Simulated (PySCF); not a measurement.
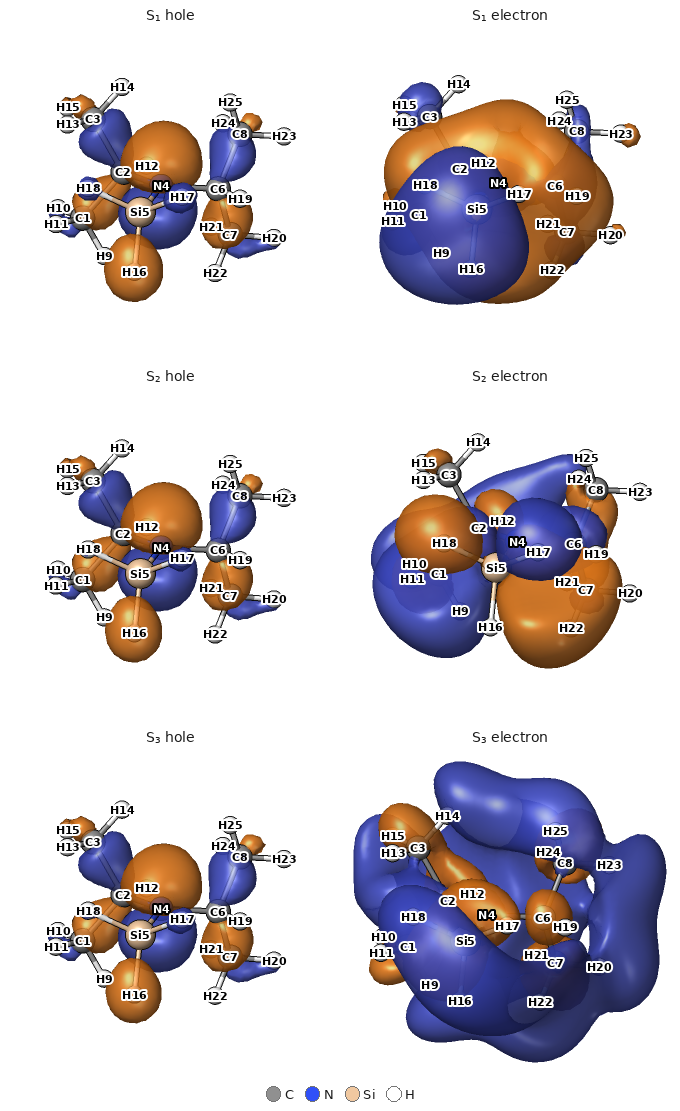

Figure. C₆H₁₇NSi, SMILES `CC(C)N([SiH3])C(C)C`. Leading natural transition orbitals (full linear response singlet states).

PySCF calculation, B3LYP/6-31G*, gas phase; geometry: GFN2-xTB. No frequency check shows the geometry to be a minimum. Without diffuse functions Rydberg states are missing, so the states' numbers hold for this basis only.

Describe these excited states.

By state:
- S₁: 5.67 eV (219 nm), f = 0.007; the leading pair carries 100 %; hole on N4 (52 %), Si5 (9 %) and C2 and C6 (6 % each), electron on Si5 (47 %), N4 (8 %) and H16, H17 and H18 (7 % each); their centroids lie 1.6 Å apart.
- S₂: 6.57 eV (189 nm), f = 0.001 (very weak); the leading pair carries 100 %; hole on N4 (52 %), Si5 (9 %) and C2 and C6 (6 % each), electron on Si5 (36 %), H17 and H18 (8 % each) and H16 (7 %); their centroids lie 1.0 Å apart.
- S₃: 6.91 eV (179 nm), f = 0.001 (very weak), partly diffuse acceptor orbital, which a basis without diffuse functions describes poorly; the leading pair carries 100 %; hole on N4 (51 %), Si5 (9 %) and C2 and C6 (6 % each), electron on Si5 (13 %), H12 (10 %) and H21 (7 %) (atom shares of so diffuse an orbital are rough); their centroids lie 0.9 Å apart.
